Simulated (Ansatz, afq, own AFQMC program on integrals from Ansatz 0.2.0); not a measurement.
# Ge₂H₂ (triplet): quantum Monte Carlo beside coupled cluster at angle Ge2–Ge1–H3 = 161.1°, cc-pVDZ

How near does AFQMC come to the top of the ladder for Ge₂H₂ (triplet)?

Computed with Ansatz 0.2.0, Gaussian basis, and an in-house AFQMC program (afq) on its integrals; all values are calculated. Level: cc-pVDZ, frozen cores.

To be run: PBE (unrestricted); r2SCAN (unrestricted); PBE0 (unrestricted); B3LYP (unrestricted); wB97M-V (unrestricted); B2PLYP (unrestricted); CCSD(T) on UHF; CCSDT(Q) on UHF; Phaseless AFQMC, CISD trial on UHF; Free-projection AFQMC, CISD trial on UHF.

2 further runs of the same task are left out: 2 that didn't finish.

## (1) The system

The geometry derives from a PBE0/def2-TZVP stationary point (not a proven minimum). One angle is set to the value named; bond lengths are kept. No spin-orbit coupling is included. The filled d shell of Ge may be among the frozen orbitals whatever the setting's name suggests; the logs give the count.

4 atoms, charge 0, spin multiplicity 3.

Atoms are counted from 1 here; the program's logs count them from 0.

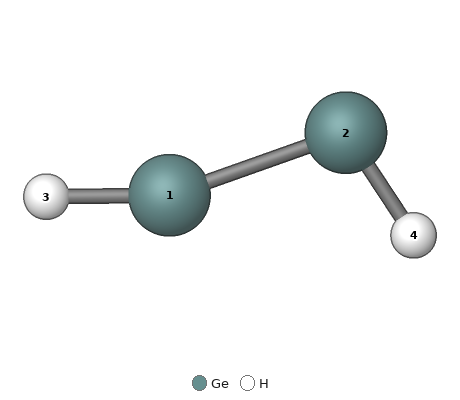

The structure; germanium teal, hydrogen white; atoms are numbered from 1 in the order of the file.

## (2) PBE (unrestricted)

in.yaml reads:

```yaml
crystal:
  periodic: [false, false, false]
  atoms:
    - {symbol: Ge, position_ang: [0.000000, 0.525610, 1.073949]}
    - {symbol: Ge, position_ang: [0.000000, -0.519655, -1.093874]}
    - {symbol: H, position_ang: [0.000000, 1.636634, 2.198943]}
    - {symbol: H, position_ang: [0.000000, -2.065779, -0.762989]}
basis:
  gaussian: {orbitals: cc-pVDZ}
magnetization: {spin_polarized: true, initial_magnetization: 2}
hamiltonian: {xc: {name: PBE}}
output: {orbitals: {seedname: orbitals}}
```

Run with:

```sh
> ansatz run in.yaml --threads 1 --pin off --events-out ev --progress --plain --max-ram 1382MiB
```

Log:

```text
Functional definition: PBE
  name "PBE"
  cite "Perdew, Burke & Ernzerhof, Phys. Rev. Lett. 77, 3865 (1996) doi:10.1103/PhysRevLett.77.3865"
  parent pbe
  parameter kappa = 0.804
  parameter beta = 0.06672455060314922
  exchange = pbe_x(kappa = kappa, mu = beta*pi^2/3)
  correlation = pbe_c(beta = beta)
742 factors; integrals over basis functions are off by at most 1.2e-3 eV
mean field evaluation 1: about -113046.9241 eV, gradient 8.3e0 eV
mean field evaluation 2: about -113047.1175 eV, gradient 6.2e0 eV
mean field evaluation 4: about -113047.4556 eV, gradient 1.6e0 eV
mean field evaluation 8: about -113047.4783 eV, gradient 7.5e-2 eV
mean field evaluation 16: about -113047.4783 eV, gradient 4.3e-5 eV
mean field evaluation 32: about -113046.0401 eV, gradient 5.2e-5 eV
mean field -113047.47833601 eV, -4154.4182025154 hartree, gradient 4.3e-5 eV, S^2 2.004246; 8 other end points of the search recorded, 0 dependent functions left out
reference -113047.47836885 eV, -4154.4182037223 hartree; 34, 32 occupied and 30, 32 virtual orbitals, 742 factors
Total energy: -113047.47836885 eV, -4154.4182037223 hartree
```

It took 7.5 s on 1 thread of Arm Neoverse V2, shared host.

From the report: ⟨S²⟩ of the determinant 2.004 (pure triplet: 2.00).

## (3) r2SCAN (unrestricted)

Changes to in.yaml since step 2:

```diff
@@ -10,3 +10,2 @@
 magnetization: {spin_polarized: true, initial_magnetization: 2}
-hamiltonian: {xc: {name: PBE}}
-output: {orbitals: {seedname: orbitals}}
+hamiltonian: {xc: {name: r2SCAN}}
```

Same command.

Log, shortened:

```text
Functional definition: r2SCAN
  name "r2SCAN"
  cite "Furness, Kaplan, Ning, Perdew & Sun, J. Phys. Chem. Lett. 11, 8208 (2020) doi:10.1021/acs.jpclett.0c02405"
  cite "Furness, Kaplan, Ning, Perdew & Sun, J. Phys. Chem. Lett. 11, 9248 (2020) doi:10.1021/acs.jpclett.0c03077"
  parent r2scan
[...]
742 factors; integrals over basis functions are off by at most 1.2e-3 eV
[...]
mean field -113063.94785626 eV, -4155.0234462211 hartree, gradient 4.8e-6 eV, S^2 2.011805; 7 other end points of the search recorded, 0 dependent functions left out
reference -113063.94786698 eV, -4155.0234466151 hartree; 34, 32 occupied and 30, 32 virtual orbitals, 742 factors
Total energy: -113063.94786698 eV, -4155.0234466151 hartree
```

Wall time 17 s (1 thread of Arm Neoverse V2, shared host).

From the report: ⟨S²⟩ of the determinant 2.012 (pure triplet: 2.00).

## (4) PBE0 (unrestricted)

Changes to in.yaml since step 3:

```diff
@@ -10,2 +10,3 @@
 magnetization: {spin_polarized: true, initial_magnetization: 2}
-hamiltonian: {xc: {name: r2SCAN}}
+hamiltonian: {xc: {name: PBE0}}
+output: {orbitals: {seedname: orbitals}}
```

The command is unchanged.

Log:

```text
Functional definition: PBE0
  name "PBE0"
  cite "Adamo & Barone, J. Chem. Phys. 110, 6158 (1999) doi:10.1063/1.478522"
  cite "Perdew, Burke & Ernzerhof, Phys. Rev. Lett. 77, 3865 (1996) doi:10.1103/PhysRevLett.77.3865"
  parent pbe
  parameter a = 0.25
  parameter kappa = 0.804
  parameter beta = 0.06672455060314922
  exchange = (1 - a)*pbe_x(kappa = kappa, mu = beta*pi^2/3) + a*exact_x
  correlation = pbe_c(beta = beta)
742 factors; integrals over basis functions are off by at most 1.2e-3 eV
mean field evaluation 1: about -113050.0249 eV, gradient 5.2e0 eV
mean field evaluation 2: about -113050.2232 eV, gradient 2.6e0 eV
mean field evaluation 4: about -113050.2900 eV, gradient 5.8e-1 eV
mean field evaluation 8: about -113050.3043 eV, gradient 6.2e-2 eV
mean field evaluation 16: about -113050.3045 eV, gradient 9.5e-5 eV
mean field -113050.30445767 eV, -4154.5220605707 hartree, gradient 3.2e-5 eV, S^2 2.007016; 1 other end points of the search recorded, 0 dependent functions left out
reference -113050.30448238 eV, -4154.5220614788 hartree; 34, 32 occupied and 30, 32 virtual orbitals, 742 factors
Total energy: -113050.30448238 eV, -4154.5220614788 hartree
```

It took 3.7 s on 1 thread of Arm Neoverse V2, shared host.

From the report: ⟨S²⟩ of the determinant 2.007 (pure triplet: 2.00).

## (5) B3LYP (unrestricted)

Changes to in.yaml since step 4:

```diff
@@ -10,3 +10,2 @@
 magnetization: {spin_polarized: true, initial_magnetization: 2}
-hamiltonian: {xc: {name: PBE0}}
-output: {orbitals: {seedname: orbitals}}
+hamiltonian: {xc: {name: B3LYP}}
```

The command is unchanged.

Log, shortened:

```text
Functional definition: B3LYP
  name "B3LYP"
  cite "Stephens, Devlin, Chabalowski & Frisch, J. Phys. Chem. 98, 11623 (1994) doi:10.1021/j100096a001"
  cite "Becke, Phys. Rev. A 38, 3098 (1988) doi:10.1103/PhysRevA.38.3098"
  cite "Lee, Yang & Parr, Phys. Rev. B 37, 785 (1988) doi:10.1103/PhysRevB.37.785"
  cite "Vosko, Wilk & Nusair, Can. J. Phys. 58, 1200 (1980) doi:10.1139/p80-159"
[...]
742 factors; integrals over basis functions are off by at most 1.2e-3 eV
[...]
mean field -113067.21109000 eV, -4155.1433678493 hartree, gradient 3.9e-5 eV, S^2 2.004412; 1 other end points of the search recorded, 0 dependent functions left out
reference -113067.21130631 eV, -4155.1433757986 hartree; 34, 32 occupied and 30, 32 virtual orbitals, 742 factors
Total energy: -113067.21130631 eV, -4155.1433757986 hartree
```

Wall time 3.2 s (1 thread of Arm Neoverse V2, shared host).

From the report: ⟨S²⟩ of the determinant 2.004 (pure triplet: 2.00).

## (6) wB97M-V (unrestricted)

Changes to in.yaml since step 5:

```diff
@@ -10,2 +10,3 @@
 magnetization: {spin_polarized: true, initial_magnetization: 2}
-hamiltonian: {xc: {name: B3LYP}}
+hamiltonian: {xc: {name: wB97M-V}}
+output: {orbitals: {seedname: orbitals}}
```

The command is unchanged.

Log, shortened:

```text
Functional definition: wB97M-V
  name "wB97M-V"
  cite "Mardirossian & Head-Gordon, J. Chem. Phys. 144, 214110 (2016) doi:10.1063/1.4952647"
  cite "Becke, J. Chem. Phys. 107, 8554 (1997) doi:10.1063/1.475007"
  cite "Vydrov & Van Voorhis, J. Chem. Phys. 133, 244103 (2010) doi:10.1063/1.3521275"
  # Of w^i u^j: cxij and so on, Table III.
[...]
  gx(w, u) = 1 - cx + cx01*u + cx10*w
  gss(w, u) = css00 + css04*u^4 + css10*w + css20*w^2 + css43*w^4*u^3
  gos(w, u) = cos00 + cos10*w + (cos20 + cos21*u)*w^2 + (cos60 + cos61*u)*w^6
[...]
      + integral(e_c_pw_mod_opposite_spin*gos(b97_w_opposite, b97_u_opposite)) + vv10(b, c)
742 factors; integrals over basis functions are off by at most 1.2e-3 eV
200 factors; integrals over basis functions are off by at most 3.1e-6 eV
[...]
mean field -113058.03207978 eV, -4154.8060454453 hartree, gradient 4.1e-5 eV, S^2 2.005523; 1 other end points of the search recorded, 0 dependent functions left out
reference -113058.03211339 eV, -4154.8060466806 hartree; 34, 32 occupied and 30, 32 virtual orbitals, 742 factors
Total energy: -113058.03211339 eV, -4154.8060466806 hartree
```

Wall time 17 s (1 thread of Arm Neoverse V2, shared host); peak memory 0.31 GiB.

From the report: ⟨S²⟩ of the determinant 2.006 (pure triplet: 2.00).

## (7) B2PLYP (unrestricted)

Changes to in.yaml since step 6:

```diff
@@ -10,3 +10,3 @@
 magnetization: {spin_polarized: true, initial_magnetization: 2}
-hamiltonian: {xc: {name: wB97M-V}}
-output: {orbitals: {seedname: orbitals}}
+hamiltonian: {xc: {name: B2PLYP}}
+correlation: {electrons: outside_noble_gas}
```

Same command.

Log, shortened:

```text
Functional definition: B2PLYP
  name "B2PLYP"
  cite "Grimme, J. Chem. Phys. 124, 034108 (2006) doi:10.1063/1.2148954"
  cite "Becke, Phys. Rev. A 38, 3098 (1988) doi:10.1103/PhysRevA.38.3098"
  cite "Lee, Yang & Parr, Phys. Rev. B 37, 785 (1988) doi:10.1103/PhysRevB.37.785"
[...]
742 factors; integrals over basis functions are off by at most 1.2e-3 eV
[...]
mean field -113040.28054261 eV, -4154.1536884869 hartree, gradient 9.0e-6 eV, S^2 2.009760; 2 other end points of the search recorded, 0 dependent functions left out
28 core orbitals not correlated: weight in the atoms' cores, before any rotation towards them, 0.999 or more for the frozen orbitals, at most 0.001 for the correlated occupied ones
reference -113040.28068036 eV, -4154.1536935491 hartree; 6, 4 occupied and 30, 32 virtual orbitals, 742 factors
second order -5.13081504 eV of doubles, -0.00000000 eV of singles
Total energy: -113041.66600042 eV, -4154.2046031224 hartree
```

Wall time 4.4 s (1 thread of Arm Neoverse V2, shared host).

From the report: ⟨S²⟩ of the determinant 2.010 (pure triplet: 2.00).

## (8) CCSD(T) on UHF

Changes to in.yaml since step 7:

```diff
@@ -10,3 +10,2 @@
 magnetization: {spin_polarized: true, initial_magnetization: 2}
-hamiltonian: {xc: {name: B2PLYP}}
-correlation: {electrons: outside_noble_gas}
+correlation: {method: ccsd_t, electrons: outside_noble_gas, hamiltonian_folder: ham}
```

The command is unchanged.

Log, shortened:

```text
Functional definition: HF
  name "HF"
  cite "Fock, Z. Phys. 61, 126 (1930) doi:10.1007/BF01340294"
  parent pbe
[...]
742 factors; integrals over basis functions are off by at most 1.2e-3 eV
[...]
mean field -112974.83953774 eV, -4151.7487759152 hartree, gradient 2.7e-6 eV, S^2 2.090461; 20 other end points of the search recorded, 0 dependent functions left out
determinant -112974.83953774 eV, -4151.7487759152 hartree, with singles and doubles -112979.70716705 eV, -4151.9276579932 hartree
determinant -112973.87542219 eV, -4151.7133453223 hartree, with singles and doubles -112978.70066884 eV, -4151.8906698663 hartree
determinant -112973.87363044 eV, -4151.7132794769 hartree, with singles and doubles -112978.70220625 eV, -4151.8907263648 hartree
determinant -112973.84866074 eV, -4151.7123618571 hartree, with singles and doubles -112978.73120598 eV, -4151.8917920854 hartree
[...]
determinant -112971.74345899 eV, -4151.6349971199 hartree, with singles and doubles -112976.54584683 eV, -4151.8114816179 hartree
determinant -112974.83650970 eV, -4151.7486646367 hartree, with singles and doubles -112979.72000925 eV, -4151.9281299351 hartree
determinant -112974.83953774 eV, -4151.7487759152 hartree, with singles and doubles -112979.71721958 eV, -4151.9280274166 hartree
determinant -112974.83650970 eV, -4151.7486646367 hartree, with singles and doubles -112979.72099242 eV, -4151.9281660662 hartree
28 core orbitals not correlated: weight in the atoms' cores, before any rotation towards them, 1.000 or more for the frozen orbitals, at most 0.000 for the correlated occupied ones
reference -112974.83650970 eV, -4151.7486646367 hartree; 6, 4 occupied and 30, 32 virtual orbitals, 742 factors
second order -3.86300226 eV of doubles, -0.00000000 eV of singles
cycle   1  -4.88448091 eV  change    1.8e-6 eV  update   2.6e-6
perturbative correction -0.17839144 eV, -0.0065557645 hartree
Total energy: -112979.89938205 eV, -4151.9347217639 hartree
```

Wall time 27 s (1 thread of Arm Neoverse V2, shared host).

From the report: ⟨S²⟩ of the determinant 2.028 (pure triplet: 2.00); correlation -5.0629 eV; T1 0.031; largest double amplitude 0.08.

This run also writes the integrals to the folder ham.

## (9) CCSDT(Q) on UHF

Changes to in.yaml since step 8:

```diff
@@ -10,2 +10,2 @@
 magnetization: {spin_polarized: true, initial_magnetization: 2}
-correlation: {method: ccsd_t, electrons: outside_noble_gas, hamiltonian_folder: ham}
+correlation: {method: ccsdt_q, electrons: outside_noble_gas}
```

The command is unchanged.

Log, shortened:

```text
Functional definition: HF
  name "HF"
  cite "Fock, Z. Phys. 61, 126 (1930) doi:10.1007/BF01340294"
  parent pbe
[...]
1266 factors; integrals over basis functions are off by at most 1.5e-7 eV
[...]
mean field -112974.83965188 eV, -4151.7487801098 hartree, gradient 1.1e-6 eV, S^2 2.090462; 20 other end points of the search recorded, 0 dependent functions left out
determinant -112974.83965188 eV, -4151.7487801098 hartree, with singles and doubles -112979.70728301 eV, -4151.9276622547 hartree
determinant -112973.87553809 eV, -4151.7133495817 hartree, with singles and doubles -112978.70078389 eV, -4151.8906740943 hartree
determinant -112973.87374701 eV, -4151.7132837606 hartree, with singles and doubles -112978.70232115 eV, -4151.8907305875 hartree
determinant -112973.84877612 eV, -4151.7123660973 hartree, with singles and doubles -112978.73132224 eV, -4151.8917963578 hartree
[...]
determinant -112974.83662385 eV, -4151.7486688320 hartree, with singles and doubles -112979.72012527 eV, -4151.9281341989 hartree
determinant -112974.83965188 eV, -4151.7487801098 hartree, with singles and doubles -112979.71733579 eV, -4151.9280316874 hartree
determinant -112974.83662385 eV, -4151.7486688320 hartree, with singles and doubles -112979.72110852 eV, -4151.9281703325 hartree
28 core orbitals not correlated: weight in the atoms' cores, before any rotation towards them, 1.000 or more for the frozen orbitals, at most 0.000 for the correlated occupied ones
reference -112974.83662385 eV, -4151.7486688320 hartree; 6, 4 occupied and 30, 32 virtual orbitals, 1266 factors
second order -3.86302656 eV of doubles, -0.00000000 eV of singles
cycle   1  -4.54678850 eV  change   -6.8e-1 eV  update   9.0e-2
[...]
cycle  20  -5.10918184 eV  change    4.2e-7 eV  update   9.3e-7
perturbative correction -0.01188547 eV, -0.0004367829 hartree
Total energy: -112979.95769116 eV, -4151.9368645842 hartree
```

Run time: 53 s. Hardware: 1 thread of Arm Neoverse V2, shared host; peak memory 0.31 GiB.

From the report: ⟨S²⟩ of the determinant 2.028 (pure triplet: 2.00); correlation -5.1211 eV; T1 0.035; largest double amplitude 0.11.

## (10) Phaseless AFQMC, CISD trial on UHF

It reads the integrals that the CCSD(T) run on this determinant wrote.

Run with:

```sh
> afq ham --method phaseless --trial cisd --walkers 60 --populations 1 --least-time 40 --time-step 0.005 --steps-per-block 50 --equilibration-blocks 28 --max-blocks 300 --target-error 0.00038 --factor-cut 1e-05 --start spin_pure --seed 4259 --release-times 0.24,0.51,0.99,1.62,2.4 --release-step 0.03 --release-every 4 --taylor-order 6
```

Log:

```text
orbitals 36  electrons 6 4  factors 291 of 742
reference energy -4151.74866464 Eh
CCSD correlation -0.17950132 Eh in 13 cycles, weight of the determinant in the CISD state 0.8522
energy of the start -4151.927489 Eh
 block  time / (1/Eh)  mean weight  energy / Eh
     1     0.250  1.0000  -4151.925209
     2     0.500  0.9988  -4151.925519
     3     0.750  1.0001  -4151.926781
     4     1.000  0.9999  -4151.926770
     5     1.250  0.9999  -4151.929353
     6     1.500  0.9999  -4151.930482
     7     1.750  1.0004  -4151.931731
     8     2.000  1.0002  -4151.932408
     9     2.250  1.0017  -4151.934247
    10     2.500  1.0003  -4151.933186
    17     4.250  0.9994  -4151.936188
    25     6.250  1.0007  -4151.934517
    33     8.250  1.0005  -4151.936040
    41    10.250  0.9988  -4151.936754
    49    12.250  1.0008  -4151.933185
    57    14.250  0.9990  -4151.933750
    65    16.250  1.0010  -4151.933055
    73    18.250  1.0007  -4151.933211
    81    20.250  1.0002  -4151.930100
    89    22.250  0.9983  -4151.932917
    97    24.250  1.0007  -4151.937470
   105    26.250  1.0001  -4151.939515
   113    28.250  0.9993  -4151.936202
   121    30.250  0.9990  -4151.943652
   129    32.250  1.0006  -4151.935357
   137    34.250  1.0008  -4151.929820
   145    36.250  0.9999  -4151.933981
   153    38.250  0.9987  -4151.947627
   161    40.250  0.9999  -4151.937901
   169    42.250  0.9991  -4151.937102
   177    44.250  0.9997  -4151.934020
   185    46.250  1.0012  -4151.931171
   193    48.250  1.0010  -4151.938920
   201    50.250  1.0000  -4151.936375
   209    52.250  0.9993  -4151.937471
   217    54.250  1.0009  -4151.936838
   225    56.250  1.0006  -4151.936337
   233    58.250  0.9993  -4151.934498
   241    60.250  1.0000  -4151.940181
   249    62.250  1.0002  -4151.938509
   257    64.250  1.0008  -4151.938036
   265    66.250  1.0006  -4151.938151
   273    68.250  1.0010  -4151.931297
   281    70.250  0.9999  -4151.935183
   289    72.250  0.9994  -4151.938702
   297    74.250  1.0001  -4151.933418
   305    76.250  0.9991  -4151.932813
   313    78.250  0.9996  -4151.932155
   321    80.250  0.9996  -4151.938362
blocks merged  error / Eh  count
     1  0.000195  300
     2  0.000252  150
     4  0.000311  75
     8  0.000371  37
    16  0.000367  18
    32  0.000387  9
released: time / (1/Eh)  energy / Eh  error  mean overlap
  0.24  -4151.935961  0.000380  1.0016
  0.51  -4151.936194  0.000379  1.0083
  0.99  -4151.936835  0.000376  0.9952
  1.62  -4151.937260  0.000359  0.9717
  2.40  -4151.936976  0.000471  0.9680
energy -4151.935873 +/- 0.000371 Eh
```

Wall time 5.5 min (1 thread of Arm Neoverse V2, shared host).

Energy -112979.9307 ± 0.0101 eV. Caveats: constraint bias not in the error.

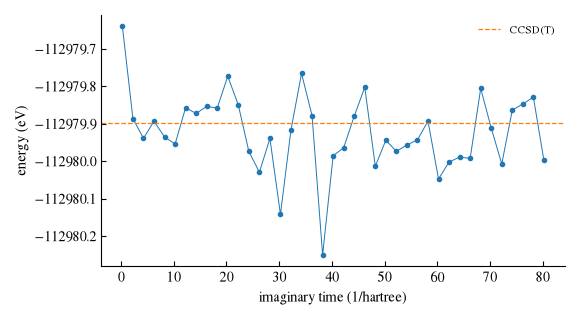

Block energies along the walk.

## (11) Free-projection AFQMC, CISD trial on UHF

It reads the integrals that the CCSD(T) run on this determinant wrote.

Run with:

```sh
> afq ham --method free --trial cisd --walkers 60 --time-step 0.03 --max-blocks 80 --target-error 0.00038 --factor-cut 1e-05 --seed 6124 --times 0,0.21,0.42,0.81,1.2,1.8,2.4,3 --taylor-order 8
```

Log:

```text
orbitals 36  electrons 6 4  factors 291 of 742
reference energy -4151.74866464 Eh
CCSD correlation -0.17950132 Eh in 13 cycles, weight of the determinant in the CISD state 0.8522
repeat  energy at the last time / Eh  error
    10  -4151.937401  0.001500
    20  -4151.936947  0.000834
    30  -4151.936993  0.000603
    40  -4151.936747  0.000516
    50  -4151.936232  0.000438
    60  -4151.936180  0.000378
    70  -4151.936241  0.000345
time / (1/Eh)  energy / Eh  error  mean overlap
  0.00  -4151.928254  0.000125  1.1737
  0.21  -4151.930557  0.000152  1.1811
  0.42  -4151.932212  0.000167  1.1827
  0.81  -4151.933911  0.000192  1.1906
  1.20  -4151.935227  0.000192  1.1810
  1.80  -4151.936024  0.000224  1.1881
  2.40  -4151.936169  0.000332  1.1989
  3.00  -4151.936293  0.000345  1.2043
energy -4151.936293 +/- 0.000345 Eh
```

It took 2.7 min on 1 thread of Arm Neoverse V2, shared host.

Energy -112979.9421 ± 0.0094 eV. Caveats: remainder of the start not in the error.

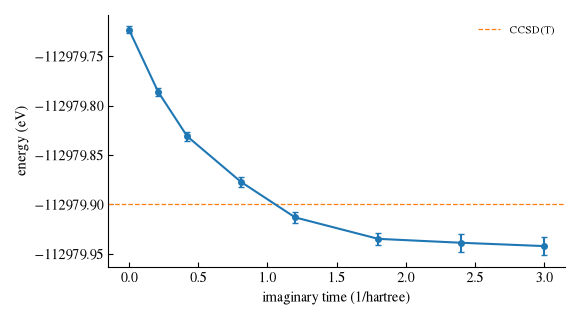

Energy against projection time, with error bars.

## (12) AFQMC on the ladder

On the UHF determinant, counted from CCSDT(Q) (a yardstick, not exact):

| level | energy (eV) | from CCSDT(Q) (meV) | statistical error (meV) | time |
| --- | --- | --- | --- | --- |
| HF | -112974.8365 | +5121.2 |  |  |
| MP2 | -112978.6995 | +1258.2 |  |  |
| CCSD | -112979.7210 | +236.7 |  |  |
| CCSD(T) | -112979.8994 | +58.3 |  |  |
| CCSDT(Q) | -112979.9577 | 0.0 |  |  |
| Phaseless AFQMC, CISD trial, step 0.005, 60 walkers | -112979.9307 | +27.0 | 10.1 | 5.5 min |
| Free-projection AFQMC, CISD trial, step 0.03, 60 walkers | -112979.9421 | +15.6 | 9.4 | 2.7 min |

The functionals' totals stand on their own zeros and serve differences with other points: PBE -113047.478 eV; r2SCAN -113063.948 eV; PBE0 -113050.304 eV; B3LYP -113067.211 eV; wB97M-V -113058.032 eV; B2PLYP -113041.666 eV.

## (13) What came out

| quantity | value |
| --- | --- |
| CCSD(T) on UHF from CCSDT(Q) | +58.3 meV |
| Phaseless AFQMC, CISD trial on UHF from CCSDT(Q) | +27.0 ± 10.1 meV |
| Free-projection AFQMC, CISD trial on UHF from CCSDT(Q) | +15.6 ± 9.4 meV |

What this shows: On UHF the phaseless walk with the CISD trial lies +27.0 meV from CCSDT(Q), within three error bars. Free projection has no constraint; at the last time it gives +15.6 ± 9.4 meV, and from a start that isn't spin pure other spins can mix in. Error bars are statistical and leave out the constraint, the time step and what remains of the start.
